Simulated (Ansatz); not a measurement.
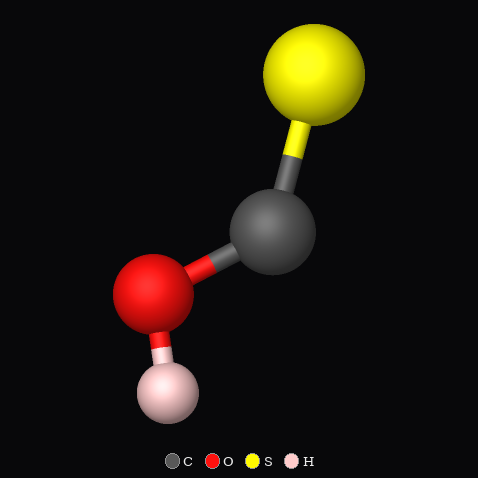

A ball-and-stick model of a molecule.

Charge 0, doublet. Computed geometry: PBE0-D4/def2-TZVP optimisation. No frequency run is at hand to confirm it as a minimum.

Description:

It has 4 atoms: 1 carbon, 1 hydrogen, 1 oxygen and 1 sulfur (CHOS). The point group is Cs. It is an open-shell species. All atoms lie on one plane. Coordination: 1 C bent; 1 O bent.

More results for the same structure follow; atom numbers are the same in all pictures, views and colours differ.

## Electronic properties

No frequency run is at hand to confirm it as a minimum. Properties computed with UHF-CCSD(T), frozen core/def2-TZVPP (Ansatz 0.2.0).

Predict the main results.

- ⟨S²⟩ of the determinant: 0.803
- T1 diagnostic: 0.028

## Dipole moment

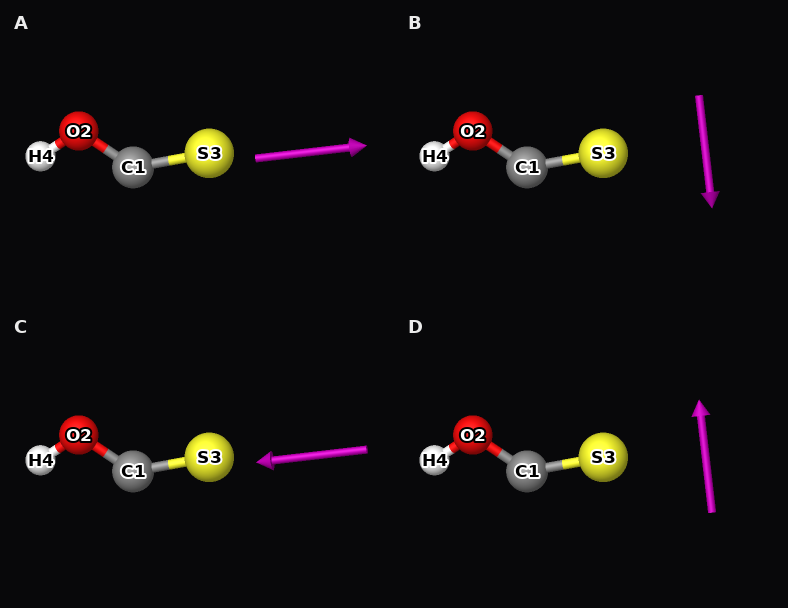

The same molecule four times, each with an arrow. No frequency run is at hand to confirm it as a minimum. Properties computed with UKS PBE0-D4/def2-TZVP (Ansatz 0.2.0).

Which arrow points along the dipole moment, from the negative to the positive end?

C. The dipole moment is 2.59 D; it points from the side of S3 to the side of H4 (the outermost atoms at the two ends).

## Charges

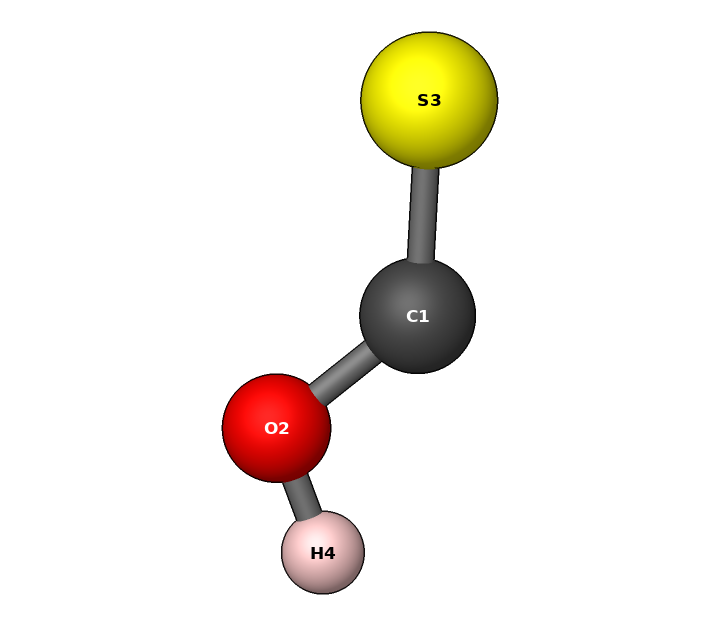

The questions are on Mulliken charges. No frequency run is at hand to confirm it as a minimum. Method: UKS PBE0-D4/def2-TZVP (Ansatz 0.2.0).

Which atom carries the highest charge (most positive or least negative)?

H4 (0.36 e).

And the lowest?

O2 (−0.28 e).

Give the Mulliken charges atom by atom.

```csv
atom,value (e)
C1,0.04
O2,−0.28
S3,−0.12
H4,0.36
```

Mulliken values depend strongly on the basis set and can even reverse the polarity of a bond.
